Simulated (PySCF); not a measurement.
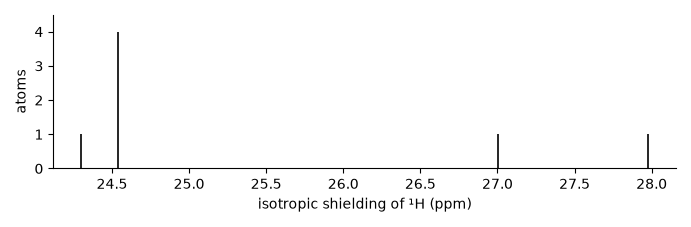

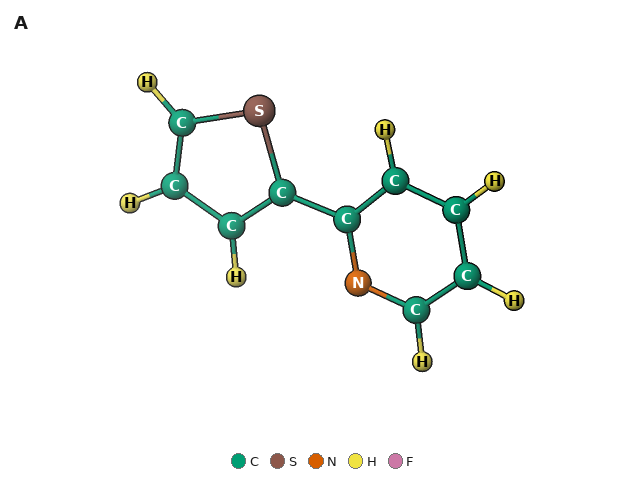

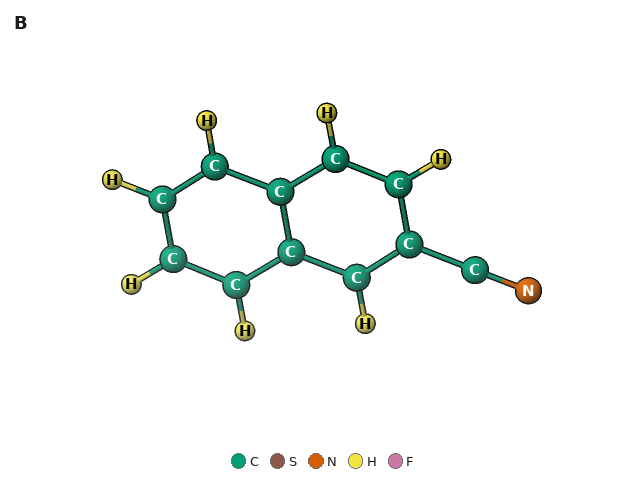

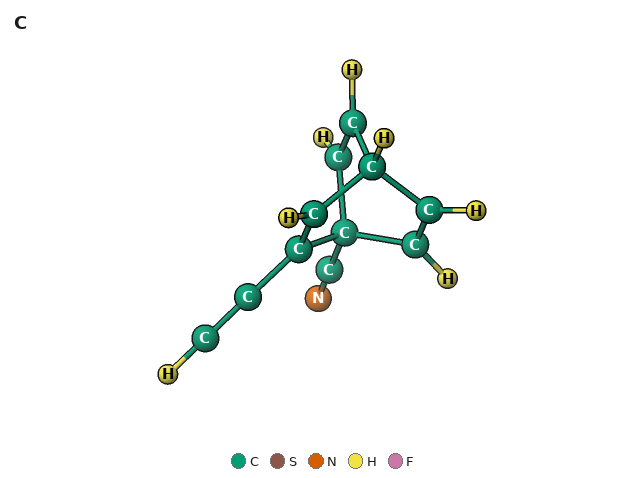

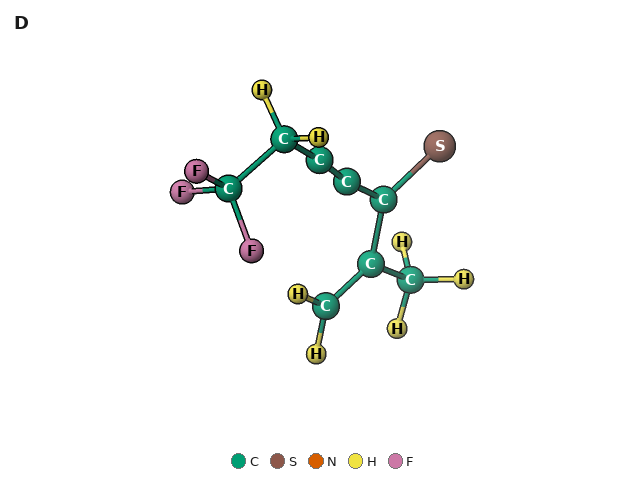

The sticks are computed shieldings of one of the molecules, for one fixed geometry (GFN2-xTB) without averaging over rotations. Low shielding means a high chemical shift. Method: GIAO PBE0/pcSseg-1 NMR shielding, non-relativistic, gas phase (PySCF 2.14.0).

> Which molecule gives this pattern?

C, `C#CC1=C[C@H]2C=C[C@]1(C#N)C=C2`. Its 7 H atoms give lines at 24.30, 24.54 (4 atoms), 27.00, 27.98 ppm.
